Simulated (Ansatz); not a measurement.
# CCSD(T)/STO-3G run of [HO2]− (hydroperoxide(1-))

What is the vertical ionisation energy of [HO2]− (hydroperoxide(1-)) at CCSD(T)/STO-3G? 

Program for the calculation: Ansatz 0.2.0.

10 further runs of the same task are left out: 9 that didn't finish, 1 set aside as unsound or not needed.

### 1 The system as given

[HO2]− has 3 atoms, charge -1, and is taken as a singlet. SMILES: `[O-]O`. The shape is that of a PBE0-D4/def2-TZVPD optimisation.

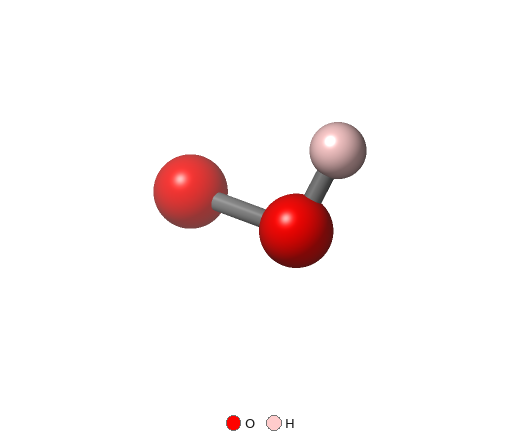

Viewed from a chosen angle; oxygen red, hydrogen pink.

### 2 A single-point energy at CCSD(T)/STO-3G

molecule.yaml reads:

```yaml
crystal:
  periodic: [false, false, false]
  atoms:
    - symbol: O
      position_ang: [-0.357760, 1.025590, -0.080830]
    - symbol: O
      position_ang: [-0.242260, -0.445880, -0.180750]
    - symbol: H
      position_ang: [0.600030, -0.579720, 0.261570]
basis:
  gaussian: {orbitals: STO-3G}
total_charge: -1
correlation: {method: ccsd_t, frozen_orbitals: {H: 0, O: 1}}
accuracy: high
scf: {omitted_lower_state_checks: [cluster_reference, increment]}
```

The run is started by

```bash
$ ansatz run molecule.yaml --threads 1 --pin off --max-ram 3480MiB --events-out events.jsonl --progress --plain --runs-dir runs
```

The log of the run, shortened:

```text
Warning: RAYON_NUM_THREADS=1 ignored (pool sized by the plan → 1); use --threads N
Functional definition: HF
  name "HF"
[...]
168 factors; integrals over basis functions are off by at most 4.4e-8 eV
[...]
mean field -4025.42489581 eV, -147.9316363899 hartree, gradient 7.7e-9 eV, S^2 0.000000; 0 other end points of the search recorded, 0 dependent functions left out
2 core orbitals not correlated: weight in the atoms' cores, before any rotation towards them, 1.000 or more for the frozen orbitals, at most 0.000 for the correlated occupied ones
reference -4025.42489581 eV, -147.9316363899 hartree; 7, 7 occupied and 2, 2 virtual orbitals, 168 factors
second order -1.37647205 eV of doubles, -0.00000000 eV of singles
cycle   1  -1.70754930 eV  change   -3.3e-1 eV  update   4.6e-2
[...]
cycle  25  -1.89174954 eV  change   5.7e-10 eV  update  2.1e-10
perturbative correction -0.01115707 eV, -0.0004100147 hartree
Total energy: -4027.32780241 eV, -148.0015669178 hartree
Checks for a lower state left out: cluster_reference, increment
```

It took 0.1 s on 1 thread of Arm Neoverse V1, shared host.

### 3 Doublet neutral HO2, same level

molecule.yaml reads:

```yaml
crystal:
  periodic: [false, false, false]
  atoms:
    - {symbol: O, position_ang: [-0.357760, 1.025590, -0.080830]}
    - {symbol: O, position_ang: [-0.242260, -0.445880, -0.180750]}
    - {symbol: H, position_ang: [0.600030, -0.579720, 0.261570]}
basis:
  gaussian:
    orbitals: STO-3G
magnetization:
  spin_polarized: true
  initial_magnetization: 1
correlation:
  method: ccsd_t
  frozen_orbitals: {H: 0, O: 1}
accuracy: high
scf:
  omitted_lower_state_checks: [cluster_reference, increment]
```

The run is started by

```bash
$ ansatz run molecule.yaml --threads 1 --pin off --max-ram 3480MiB --events-out events.jsonl --progress --plain --runs-dir runs
```

The log of the run, shortened:

```text
Warning: RAYON_NUM_THREADS=1 ignored (pool sized by the plan → 1); use --threads N
[... 2 set-up lines as earlier in the session ...]
[...]
168 factors; integrals over basis functions are off by at most 4.4e-8 eV
[...]
mean field -4032.24851576 eV, -148.1823997980 hartree, gradient 1.6e-8 eV, S^2 0.858510; 7 other end points of the search recorded, 0 dependent functions left out
2 core orbitals not correlated: weight in the atoms' cores, before any rotation towards them, 1.000 or more for the frozen orbitals, at most 0.000 for the correlated occupied ones
reference -4032.24851576 eV, -148.1823997980 hartree; 7, 6 occupied and 2, 3 virtual orbitals, 168 factors
second order -1.53864480 eV of doubles, -0.00000000 eV of singles
cycle   1  -1.94966750 eV  change   -4.1e-1 eV  update   7.3e-2
[...]
cycle  30  -2.51611643 eV  change   5.2e-10 eV  update  3.8e-10
perturbative correction -0.02755428 eV, -0.0010126010 hartree
Total energy: -4034.79218647 eV, -148.2758779723 hartree
Checks for a lower state left out: cluster_reference, increment
```

Run time: 0.2 s. Hardware: 1 thread of Arm Neoverse V1, shared host.

### 4 Summary of results

At CCSD(T)/STO-3G, 2 core orbitals frozen:

| quantity | value |
| --- | --- |
| singlet [HO2]−: total energy | -148.00157 Eh |
| singlet [HO2]−: correlation energy (2 core orbitals frozen) | -69.9 mEh |
| singlet [HO2]−: (T) correction | -0.41 mEh |
| singlet [HO2]−: T1 diagnostic | 0.008 |
| doublet neutral HO2: total energy | -148.27588 Eh |
| doublet neutral HO2: correlation energy (2 core orbitals frozen) | -93.5 mEh |
| doublet neutral HO2: (T) correction | -1.01 mEh |
| doublet neutral HO2: ⟨S²⟩ of the reference determinant | 0.859 |
| doublet neutral HO2: T1 diagnostic | 0.042 |
| vertical detachment energy (to the doublet neutral) | -7.464 eV |

In words: The species is unbound against losing an electron at this level, by 7.46 eV (−172 kcal/mol); missing correlation or diffuse functions can give that sign where the real anion is bound. In a minimal basis such a difference can be off by several eV, whatever the method. The triples (singlet [HO2]−) make up 0.6 % of the correlation energy. ⟨S²⟩ (doublet neutral HO2) is 0.86 where a pure doublet has 0.75: the reference is spin-contaminated. The triples (doublet neutral HO2) make up 1.1 % of the correlation energy.
